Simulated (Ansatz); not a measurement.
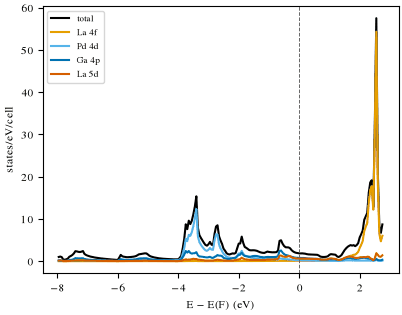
Figure: Total and projected density of states of LaGa3Pd in space group I-4m2 (No. 119; La on 2a, Ga on 4e, Ga on 2c, Pd on 2d), plane-wave PAW r²SCAN (Ansatz code)

**Question.** Which orbitals carry the states next to the Fermi level?

**Answer.** Within 0.5 eV of the Fermi level: Ga 4p 41 %, La 5d 34 %, Pd 4d 12 %. Projections are on Löwdin-orthogonalised atomic valence shells; empty p or d shells of many metals are not among them.

**Question.** Where is the tallest occupied peak in this window, and what makes it?

**Answer.** Near -3.4 eV, about 15 states/eV per cell; the largest projected share is Pd 4d.

The workflow started from a Materials Project entry (that database holds measured and hypothetical structures alike); the Crystallography Open Database copy checked does not list it. With Ga and Pd taken as one species the cell has the higher symmetry I4/mmm, so it may be an ordered model of a mixed-site phase. Its standing as an ambient phase is unchecked. Symmetry was held in the r²SCAN relaxation; its stability against distortions is not shown here. The run is not spin-polarised. Scalar-relativistic: spin–orbit coupling is off unless named, which matters more the heavier the elements.

Potentials: the later of the program's two PAW sets.
